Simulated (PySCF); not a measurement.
# [HfCl3(H2O)]+: other functionals and bases at one geometry

How far do other levels of theory move the description of [HfCl3(H2O)]+, and what does each cost? The species was built from a template and needn't be a known compound.

Program: PySCF 2.14.0. Level of theory: several levels, as the steps say, no spin–orbit coupling. These are calculated values, not measurements.

1 further run of the same task is left out (for a known fault of the program).

### Step 1. The system as given

7 atoms, charge 1, spin multiplicity 1.

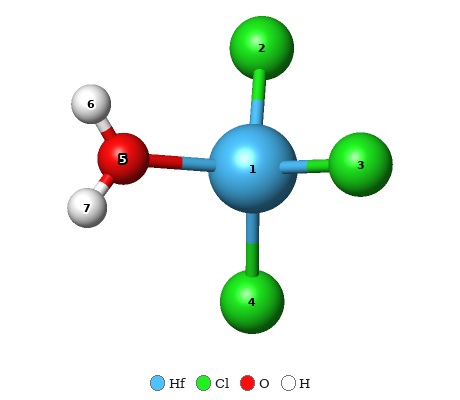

The geometry (hafnium blue, chlorine green, oxygen red, hydrogen white); atoms are numbered from 1 in the order of the file.

Geometry (Å):

```xyz
7
Cl3H2HfO
Hf   -0.05454    0.04395   -0.04395
Cl    1.19674    1.47680    1.23216
Cl   -1.43296   -1.24878    1.24878
Cl    1.19674   -1.23216   -1.47680
O    -1.29880    1.31540   -1.31540
H    -1.63152    2.20471   -1.09584
H    -1.63152    1.09584   -2.20471
```

Formal oxidation states: Hf +4. An earlier session relaxed this geometry at PBE0, Hf def2-SVP with ECP60, Cl def2-SVP, O def2-SVP, H def2-SVP (singlet, point group Cs).

At PBE0 on the finer grid: E = -1504.010518 Eh, HOMO -13.97 eV, LUMO -7.15 eV, Mulliken charge on Hf1 +1.03 e, largest force component 0.016 eV/Å. 

Levels to run: M06-L; CAM-B3LYP; PBE0, TZVP. Hardware: 2 threads of Arm Neoverse V1, shared host.

### Step 2. M06-L

run.py (the lines that set the calculation)

```python
mol = gto.M(atom='''
Hf    -0.05454     0.04395    -0.04395
Cl     1.19674     1.47680     1.23216
Cl    -1.43296    -1.24878     1.24878
Cl     1.19674    -1.23216    -1.47680
O     -1.29880     1.31540    -1.31540
H     -1.63152     2.20471    -1.09584
H     -1.63152     1.09584    -2.20471''',
    basis={'Hf': 'def2-SVP', 'Cl': 'def2-SVP', 'O': 'def2-SVP', 'H': 'def2-SVP'},
    ecp={'Hf': 'def2-SVP'},
    charge=1, spin=0)
mf = dft.RKS(mol, xc='M06L')
mf.grids.atom_grid = (75, 302)
mf = mf.density_fit()  # fitting sets: Hf def2-universal-JKFIT, Cl def2-universal-JKFIT, O def2-universal-JKFIT, H def2-universal-JKFIT
mf.conv_tol = 1e-08; mf.max_cycle = 55
mf.kernel(dm0)  # dm0: the density of the relaxed state
```

Run with:

```console
$ OMP_NUM_THREADS=2 python run.py
```

The program printed:

```text
init E= -1504.59219196817
  HOMO = -0.479835159259997  LUMO = -0.288550197633441  gap/eV = 5.20513
cycle= 1 E= -1504.5959071143  delta_E= -0.00372  |g|= 0.0343  |ddm|= 0.236
  HOMO = -0.474083636214332  LUMO = -0.29069415366044  gap/eV = 4.99028
cycle= 2 E= -1504.59477580036  delta_E= 0.00113  |g|= 0.0682  |ddm|= 0.106
  HOMO = -0.476160844661284  LUMO = -0.28554274167686  gap/eV = 5.18698
cycle= 3 E= -1504.59614260562  delta_E= -0.00137  |g|= 0.0133  |ddm|= 0.0873
  HOMO = -0.476926839064094  LUMO = -0.287701557534586  gap/eV = 5.14908
cycle= 4 E= -1504.59619951986  delta_E= -5.69e-05  |g|= 0.00153  |ddm|= 0.0178
  HOMO = -0.476803425618438  LUMO = -0.287558091147884  gap/eV = 5.14963
cycle= 5 E= -1504.59619999113  delta_E= -4.71e-07  |g|= 0.000625  |ddm|= 0.00142
  HOMO = -0.476767046400907  LUMO = -0.287514271621063  gap/eV = 5.14983
cycle= 6 E= -1504.59620006862  delta_E= -7.75e-08  |g|= 0.000129  |ddm|= 0.000528
  HOMO = -0.476771577165864  LUMO = -0.287509039622741  gap/eV = 5.15010
cycle= 7 E= -1504.59620007225  delta_E= -3.63e-09  |g|= 1.58e-05  |ddm|= 0.000117
  HOMO = -0.476771166842717  LUMO = -0.287513425874171  gap/eV = 5.14997
Extra cycle  E= -1504.59620007212  delta_E= 1.3e-10  |g|= 2.53e-05  |ddm|= 4.62e-05
converged SCF energy = -1504.59620007212
```

Wall time 7.9 s (2 threads of Arm Neoverse V1, shared host).

It gives: E = -1504.596200 Eh, HOMO -12.97 eV, LUMO -7.82 eV, Mulliken charge on Hf1 +1.25 e, largest force component 0.150 eV/Å. 

### Step 3. CAM-B3LYP

Edit run.py (the lines that set the calculation) of step 2 so:

```diff
@@ -11,3 +11,3 @@
     charge=1, spin=0)
-mf = dft.RKS(mol, xc='M06L')
+mf = dft.RKS(mol, xc='CAMB3LYP')
 mf.grids.atom_grid = (75, 302)
```

Run with:

```console
$ OMP_NUM_THREADS=2 python run.py
```

The program printed:

```text
init E= -1504.52125488659
  HOMO = -0.559779109387432  LUMO = -0.214163765477073  gap/eV = 9.40467
cycle= 1 E= -1504.52242557095  delta_E= -0.00117  |g|= 0.0478  |ddm|= 0.133
  HOMO = -0.555882149573792  LUMO = -0.227749524852528  gap/eV = 8.92894
cycle= 2 E= -1504.52183840323  delta_E= 0.000587  |g|= 0.066  |ddm|= 0.127
  HOMO = -0.558058200458067  LUMO = -0.219814153345619  gap/eV = 9.20409
cycle= 3 E= -1504.5230557152  delta_E= -0.00122  |g|= 0.0034  |ddm|= 0.0738
  HOMO = -0.558403930678845  LUMO = -0.220474963482826  gap/eV = 9.19552
cycle= 4 E= -1504.52305835639  delta_E= -2.64e-06  |g|= 0.00157  |ddm|= 0.00429
  HOMO = -0.558473005709949  LUMO = -0.220435026806504  gap/eV = 9.19848
cycle= 5 E= -1504.52305886755  delta_E= -5.11e-07  |g|= 0.000448  |ddm|= 0.00146
  HOMO = -0.55842955911486  LUMO = -0.220422000728279  gap/eV = 9.19765
cycle= 6 E= -1504.52305891864  delta_E= -5.11e-08  |g|= 6.01e-05  |ddm|= 0.000478
  HOMO = -0.558434873037075  LUMO = -0.220431641407754  gap/eV = 9.19754
cycle= 7 E= -1504.52305892131  delta_E= -2.66e-09  |g|= 1.55e-05  |ddm|= 0.00015
  HOMO = -0.558434001805427  LUMO = -0.220429137736423  gap/eV = 9.19758
Extra cycle  E= -1504.52305892146  delta_E= -1.54e-10  |g|= 9.34e-06  |ddm|= 3.7e-05
converged SCF energy = -1504.52305892146
```

It took 7.7 s on 2 threads of Arm Neoverse V1, shared host.

Read off: E = -1504.523059 Eh, HOMO -15.20 eV, LUMO -6.00 eV, Mulliken charge on Hf1 +0.99 e, largest force component 0.132 eV/Å. 

### Step 4. PBE0, TZVP

Basis: Hf def2-TZVP with ECP60, Cl def2-TZVP, O def2-TZVP, H def2-TZVP. 

Edit run.py (the lines that set the calculation) of step 3 so:

```diff
@@ -8,6 +8,6 @@
 H     -1.63152     1.09584    -2.20471''',
-    basis={'Hf': 'def2-SVP', 'Cl': 'def2-SVP', 'O': 'def2-SVP', 'H': 'def2-SVP'},
-    ecp={'Hf': 'def2-SVP'},
+    basis={'Hf': 'def2-TZVP', 'Cl': 'def2-TZVP', 'O': 'def2-TZVP', 'H': 'def2-TZVP'},
+    ecp={'Hf': 'def2-TZVP'},
     charge=1, spin=0)
-mf = dft.RKS(mol, xc='CAMB3LYP')
+mf = dft.RKS(mol, xc='PBE0')
 mf.grids.atom_grid = (75, 302)
@@ -15,2 +15,2 @@
 mf.conv_tol = 1e-08; mf.max_cycle = 55
-mf.kernel(dm0)  # dm0: the density of the relaxed state
+mf.kernel(dm0)  # dm0: free metal ions and neutral atoms
```

Run with:

```console
$ OMP_NUM_THREADS=2 python run.py
```

The program printed:

```text
init E= -1517.71769085432
  HOMO = -0.54241535119405  LUMO = -0.370309332876487  gap/eV = 4.68324
cycle= 1 E= -1504.23582154595  delta_E= 13.5  |g|= 1.63  |ddm|=  2.4
  HOMO = -0.517072776070336  LUMO = -0.165908334124741  gap/eV = 9.55567
cycle= 2 E= -1503.85502858049  delta_E= 0.381  |g|= 1.69  |ddm|= 2.01
  HOMO = -0.500053744279494  LUMO = -0.297095089781842  gap/eV = 5.52279
cycle= 3 E= -1504.51571685142  delta_E= -0.661  |g|= 0.503  |ddm|= 1.59
  HOMO = -0.509586300231106  LUMO = -0.250651207984963  gap/eV = 7.04598
cycle= 4 E= -1504.58495875522  delta_E= -0.0692  |g|= 0.0731  |ddm|= 0.42
  HOMO = -0.508498184572326  LUMO = -0.260732992043736  gap/eV = 6.74203
cycle= 5 E= -1504.58623811908  delta_E= -0.00128  |g|= 0.0369  |ddm|= 0.0939
  HOMO = -0.509771212540551  LUMO = -0.259030965347436  gap/eV = 6.82299
cycle= 6 E= -1504.5864938815  delta_E= -0.000256  |g|= 0.00947  |ddm|= 0.0231
  HOMO = -0.509674134230024  LUMO = -0.258581232387813  gap/eV = 6.83259
cycle= 7 E= -1504.58650806655  delta_E= -1.42e-05  |g|= 0.00186  |ddm|= 0.00456
  HOMO = -0.509456666511194  LUMO = -0.258419653195409  gap/eV = 6.83107
cycle= 8 E= -1504.58650866782  delta_E= -6.01e-07  |g|= 0.000737  |ddm|= 0.00148
  HOMO = -0.509475244528385  LUMO = -0.258474713083698  gap/eV = 6.83007
cycle= 9 E= -1504.58650880127  delta_E= -1.33e-07  |g|= 0.000162  |ddm|= 0.000566
  HOMO = -0.509483384814843  LUMO = -0.258492801938284  gap/eV = 6.82980
cycle= 10 E= -1504.58650880841  delta_E= -7.14e-09  |g|= 3.93e-05  |ddm|= 0.000128
  HOMO = -0.509479395066626  LUMO = -0.258496844550155  gap/eV = 6.82958
Extra cycle  E= -1504.58650880767  delta_E= 7.46e-10  |g|= 6.55e-05  |ddm|= 8.44e-05
converged SCF energy = -1504.58650880767
```

Wall time 15 s (2 threads of Arm Neoverse V1, shared host).

It gives: E = -1504.586509 Eh, HOMO -13.86 eV, LUMO -7.03 eV, Mulliken charge on Hf1 +1.30 e, largest force component 0.223 eV/Å. 

### Step 5. All levels side by side

| level | state | HOMO (eV) | gap (eV) | charge on Hf1 (e) | dipole (D) | largest force (eV/Å) | basis functions | time |
| --- | --- | --- | --- | --- | --- | --- | --- | --- |
| PBE0 (relaxed here) | singlet | -13.97 | 6.81 | 1.03 | 7.77 | 0.02 | 110 | 16 s |
| M06-L | singlet | -12.97 | 5.15 | 1.25 | 7.78 | 0.15 | 110 | 7.9 s |
| CAM-B3LYP | singlet | -15.20 | 9.20 | 0.99 | 7.85 | 0.13 | 110 | 7.7 s |
| PBE0, TZVP | singlet | -13.86 | 6.83 | 1.30 | 7.50 | 0.22 | 194 | 15 s |

Times are on 2 threads of Arm Neoverse V1, shared host; the first row also made further properties. The dipole of a charged species depends on the origin, so these sizes hold for this origin alone.

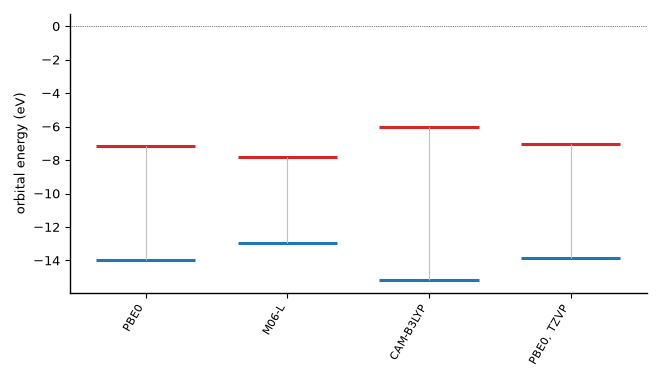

Highest filled and lowest empty level, method by method.

In one basis the HOMO–LUMO gap runs from 5.15 eV (M06-L) to 9.20 eV (CAM-B3LYP). The largest leftover force, 0.22 eV/Å with PBE0, TZVP, stands at a geometry relaxed at another level. The Mulliken charge on Hf spans +0.99 to +1.30 e over the levels. Total energies of different levels can't be compared. Spin–orbit coupling is left out throughout.
